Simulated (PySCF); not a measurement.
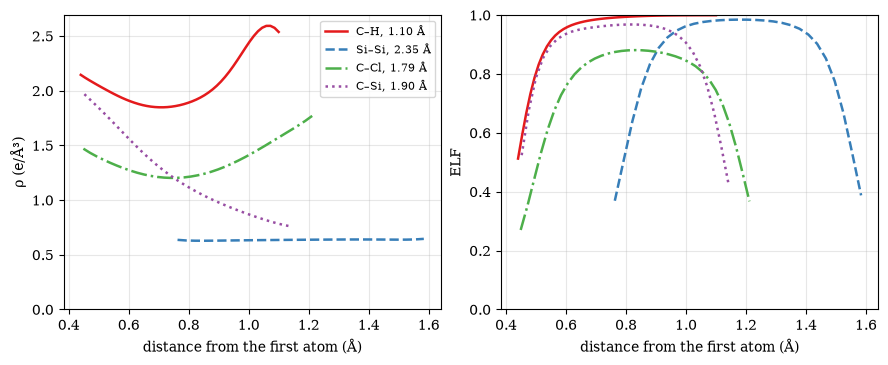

*CH$_{11}$ClSi$_{4}$. Total electron density and ELF along straight lines between neighbouring atoms. The curves leave out the atomic cores.*

Geometry: PBE0-D3(BJ)/def2-SVP.

All numbers below come from PBE0/pcSseg-1, SCF density, gas phase, non-relativistic (PySCF 2.14.0).

```xyz
17

Si    2.2508    1.1653   -0.3331
Si    1.6736   -0.9441    0.5318
Si   -0.2425   -1.7163   -0.5829
Si   -2.1682   -0.5606    0.0942
C    -1.8088    1.3027    0.2305
Cl   -0.6134    1.5857    1.5383
H     3.4105    0.9996   -1.2658
H     2.6403    2.1271    0.7407
H     1.1200    1.7407   -1.1266
H     1.4448   -0.9066    2.0076
H     2.7946   -1.9020    0.2601
H    -0.0517   -1.4988   -2.0541
H    -0.4611   -3.1804   -0.3546
H    -3.2822   -0.7475   -0.8905
H    -2.6222   -1.0379    1.4350
H    -2.7118    1.8776    0.4810
H    -1.3862    1.7128   -0.6985
```

**What can be read from the curves?**

C–H (1.10 Å): the density is about 2 e/Å³ at the midpoint; the ELF climbs to about 1 towards the hydrogen, as it does in any bond to H (an ordinary covalent bond to hydrogen).
Si–Si (2.35 Å): the density is about 0.64 e/Å³ at the midpoint; the ELF peaks at about 1 between the atoms: a covalent bond.
C–Cl (1.79 Å): ρ is about 1.3 e/Å³ halfway; the ELF peaks at about 0.90 between the atoms, as expected for localised, covalent bonding.
C–Si (1.90 Å): the density is about 0.92 e/Å³ at the midpoint; the ELF peaks at about 0.95 between the atoms; a shared electron pair.
